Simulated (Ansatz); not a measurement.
## Carrier doping in BP

The reference is BP in the zinc blende structure (space group F-43m, No. 216; a = 4.548 Å).

Carriers are added at fixed cell with a uniform background; the Fermi–Dirac width is that of 300 K.

Level of theory: DFT with PBE, PAW potentials and a 420 eV plane-wave cutoff in Ansatz (a quantum-chemistry and plane-wave program), spin-orbit coupling left out, earlier PAW set.

Notes on the quantities. Fermi level from band edge: Fermi level relative to the doped band's edge (positive inside the band; to 0.05 eV).

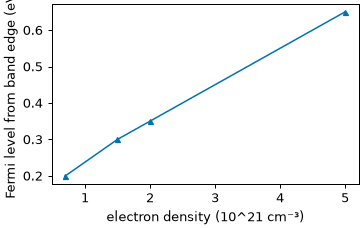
Fermi level from band edge against electron density

Problem. From the plot, what is the Fermi level from band edge for electrons 7.0×10^20 cm⁻³?

Solution. About 0.20 eV.

Problem. Is the trend monotonic over the range shown?

Solution. Yes, it rises throughout, spanning +0.20 eV to +0.65 eV.

Carriers are added with a uniform compensating background; total energy and stress of such cells depend on the potential's zero and are not compared; many-body gap narrowing is missing at this level. No phonon test of stability was made.
